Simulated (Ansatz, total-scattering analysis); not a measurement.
# From S(Q) to neighbour shells

The sample: aqueous CaCl2 (30 H2O, 2 Ca2+ and 4 Cl-; O 31.2, H 62.5, Ca 2.1, Cl 4.2 atom %) at 330 K, fixed volume (mean pressure -0.9 GPa), ρ₀ = 0.0955 Å⁻³. The data come from ab initio molecular dynamics with Ansatz (LDA, plane waves, PAW default files, Langevin thermostat, no spin, fixed volume, H with the mass of D). The average runs over 0.73 ps of 96 atoms, so shells between rare elements are rough. Mean temperature 338 K, largest m.s.d. 0.88 Å², energy drift -6 meV an atom (last third less first, no steady trend), Langevin friction 10 ps⁻¹; the first quarter of the run is discarded. Start: last frame of a classical run of this cell at the same density and temperature. So short a stretch relaxes bonds and nearest shells but still remembers its start. It is a liquid as far as so short a run tells. LDA overbinds hydrogen bonds, so O–O contacts come out short and the liquid too structured.

S(Q) is the Faber–Ziman total, Σ ci cj fi fj (Sij − 1)/⟨f⟩² + 1. Below 4 Å⁻¹ the partials are summed on the cell's own reciprocal vectors (from 0.63 Å⁻¹) and folded with a Gaussian of σ = 0.14 Å⁻¹; above it they are transforms of g(r) out to 6.8 Å, tapered over the last 40 %. The fold lowers sharp peaks, and with so few vectors their positions are good to about 0.1 Å⁻¹. X-rays take neutral-atom form factors, neutrons coherent lengths (O 5.8037, H 6.6681, Ca 4.7, Cl 9.5792 fm). Hydrogen is taken as deuterium. G(r) = 4πrρ₀[g(r) − 1] carries the resolution of a Lorch-windowed transform up to 20 Å⁻¹. The patterns are simulated, not measured. LDA overbinds hydrogen bonds, so O–O contacts come out short and the liquid too structured. The cell is small: beyond half the box only the part of each shell inside it is counted, and low-Q values rest on few vectors.

X-ray, Q (Å⁻¹) and value: 0.6 -0.67, 0.9 -0.34, 1.2 -0.17, 1.5 -0.10, 1.8 0.66, 2.1 1.00, 2.4 1.25, 2.7 1.36, 3.0 1.64, 3.3 1.34, 3.6 0.75, 3.9 0.62, 4.2 0.72, 4.5 0.92, 4.8 0.99, 5.1 0.99, 5.4 1.01, 5.7 1.03, 6.0 1.05, 6.3 1.08, 6.6 1.07, 6.9 0.98, 7.2 0.88, 7.5 0.87, 7.8 0.96, 8.1 1.06, 8.4 1.10, 8.7 1.10, 9.0 1.06, 9.3 1.00, 9.6 0.92, 9.9 0.90, 10.2 0.94, 10.5 1.02, 10.8 1.05, 11.1 1.04, 11.4 1.01, 11.7 1.00, 12.0 0.99

neutron, Q (Å⁻¹) and value: 0.6 0.34, 0.9 0.44, 1.2 0.60, 1.5 0.85, 1.8 1.54, 2.1 1.57, 2.4 1.23, 2.7 1.00, 3.0 0.86, 3.3 0.75, 3.6 0.84, 3.9 0.95, 4.2 0.93, 4.5 0.86, 4.8 0.82, 5.1 0.83, 5.4 0.84, 5.7 0.86, 6.0 0.92, 6.3 1.00, 6.6 1.05, 6.9 1.08, 7.2 1.08, 7.5 1.08, 7.8 1.10, 8.1 1.13, 8.4 1.15, 8.7 1.14, 9.0 1.11, 9.3 1.06, 9.6 0.99, 9.9 0.93, 10.2 0.90, 10.5 0.88, 10.8 0.86, 11.1 0.87, 11.4 0.89, 11.7 0.93, 12.0 0.97

G(r):

```tsv
r (Å)	X-ray	neutron
0.6	-0.42	-0.73
0.7	-0.41	-0.98
0.8	-0.36	-0.17
0.9	-0.32	1.78
1.0	-0.36	2.89
1.1	-0.51	1.74
1.2	-0.74	-0.47
1.3	-0.99	-1.55
1.4	-1.20	-1.08
1.5	-1.38	-0.19
1.6	-1.56	0.21
1.7	-1.72	-0.05
1.8	-1.87	-0.65
1.9	-2.09	-0.93
2.0	-2.22	-0.69
2.1	-1.78	-0.40
2.2	-0.52	-0.41
2.3	0.83	-0.61
2.4	1.38	-0.85
2.5	1.14	-1.02
2.6	0.63	-1.00
2.7	0.25	-0.81
2.8	0.30	-0.53
2.9	0.83	-0.18
3.0	1.38	0.20
3.1	1.32	0.44
3.2	0.65	0.50
3.3	-0.07	0.47
3.4	-0.53	0.44
3.5	-0.79	0.46
3.6	-0.79	0.54
3.7	-0.55	0.60
3.8	-0.29	0.58
3.9	-0.15	0.49
4.0	-0.01	0.36
4.1	0.27	0.24
4.2	0.59	0.16
4.3	0.67	0.08
4.4	0.43	-0.01
4.5	0.21	-0.08
4.6	0.33	-0.08
4.7	0.58	-0.02
4.8	0.56	0.05
4.9	0.30	0.10
5.0	0.12	0.11
5.1	-0.04	0.07
5.2	-0.39	0.01
5.3	-0.67	-0.03
5.4	-0.57	-0.05
5.5	-0.33	-0.08
5.6	-0.28	-0.16
5.7	-0.23	-0.28
5.8	0.00	-0.37
5.9	0.19	-0.41
6.0	0.22	-0.40
```

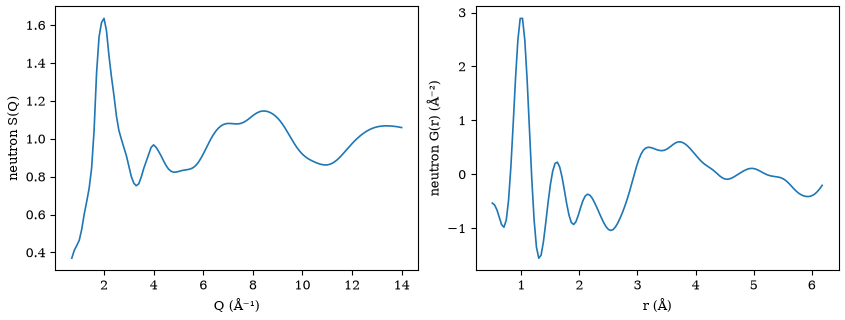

**Question.** Which pairs make the maxima of G(r) below 4.5 Å, and what can the data say of the number of neighbours?

Each pair enters with the weight ci cj fi fj (2 − δij)/⟨f⟩², taking f = Z for X-rays at Q = 0: H–H 0.02 / 0.41; O–H 0.17 / 0.36; O–O 0.35 / 0.08; O–Cl 0.20 / 0.03; O–Ca 0.12 / 0.01; H–Cl 0.05 / 0.08; Ca–Cl 0.03 / 0.00; H–Ca 0.03 / 0.02 (X-ray / neutron).

| radiation | maximum (Å) | G (Å⁻²) | pairs that make it (share of the curvature of G, each pair at the same resolution) |
| --- | --- | --- | --- |
| X-ray | 2.41 | 1.40 | O–Ca 98 % |
| X-ray | 3.04 | 1.46 | O–Cl 93 % |
| X-ray | 4.27 | 0.69 | O–Cl 55 %, Ca–Cl 30 % |
| neutron | 1.00 | 2.94 | O–H 100 % |
| neutron | 1.61 | 0.23 | H–H 87 %, O–H 13 % |
| neutron | 2.15 | -0.37 | H–H 70 %, H–Cl 30 % |
| neutron | 3.72 | 0.60 | H–H 78 %, H–Cl 16 % |

The first neutron peak is mostly one pair, so its area estimates the neighbours: ∫ r [G + 4πρ₀r] dr from 0.55 to 1.26 Å is 1.15, and times c(H)/weight = 0.625/0.360 gives 2.0 H around each O; the count from the coordinates is 2.00.

From the coordinates:

```
 pair  first peak (Å)  g there  first minimum (Å)  g there                    neighbours               kind
  O–H            1.00     26.9               1.26     0.07      2.0 H per O, 1.0 O per H   within molecules
  H–H            1.60      2.9               1.84     0.45                           1.0   within molecules
 H–Cl            2.05      3.2               2.90     0.39    0.3 Cl per H, 4.9 H per Cl  between molecules
 O–Ca            2.32     10.1               3.02     0.12    0.4 Ca per O, 6.4 O per Ca  between molecules
  O–O            2.62      3.0               3.60     0.82                           5.2  between molecules
 O–Cl            3.02      3.4               3.64     0.87    0.8 Cl per O, 5.7 O per Cl  between molecules
Ca–Cl            4.71      3.6               5.42     0.11  3.0 Cl per Ca, 1.5 Ca per Cl  between molecules
```

Distances within molecules give the sharpest pair functions, and with hydrogen they rule the neutron S(Q) at high Q: O–H 1.00 Å and H–H 1.60 Å (first peaks only). Between molecules or ions, shells with a clear end include O–Ca at 2.32 Å (0.4 Ca per O, 6.4 O per Ca). On the last frame 98 % of the H on O, N or F point at an acceptor of another molecule or at an anion within hydrogen-bond range (2.35 Å to O, N, F; 2.85 Å to Cl, Br, I).

[Logs are printed without paths, hosts, clocks, repeated set-up lines and the standing remarks that a program may print on its own settings, such as how far it seeks lower states.]
